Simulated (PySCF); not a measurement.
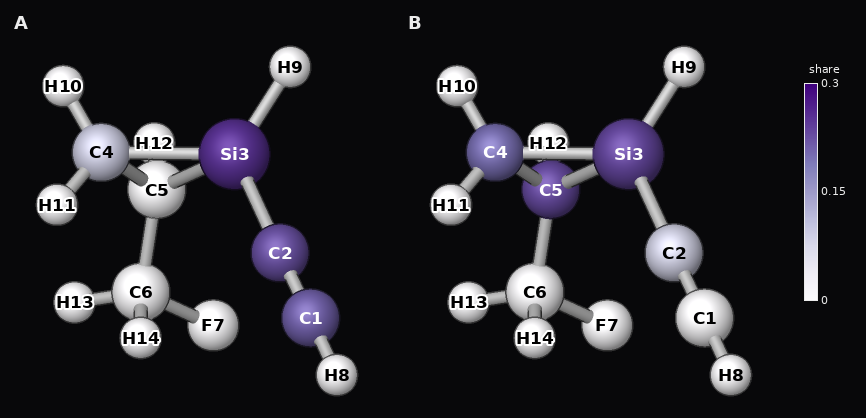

Each panel colours the atoms by their Löwdin share in one orbital (up to four of the largest shares; other atoms are shown as zero). The computed structure is the end point of a GFN2-xTB optimisation. No frequency run is at hand to confirm it as a minimum. Method: ωB97X-D/def2-SVPD (PySCF 2.14.0).

**The panels show the HOMO, LUMO, in some order. Which is which?**

A: LUMO, 1.16 eV; Si3 0.25, C2 0.22, C1 0.21, C4 0.09
B: HOMO, −8.70 eV; Si3 0.23, C5 0.23, C4 0.20, C2 0.08

The geometry is semi-empirical. Around Si such bond lengths and angles can be off by a tenth of an ångström or more and by several degrees, and values that hang on the shape move with them.
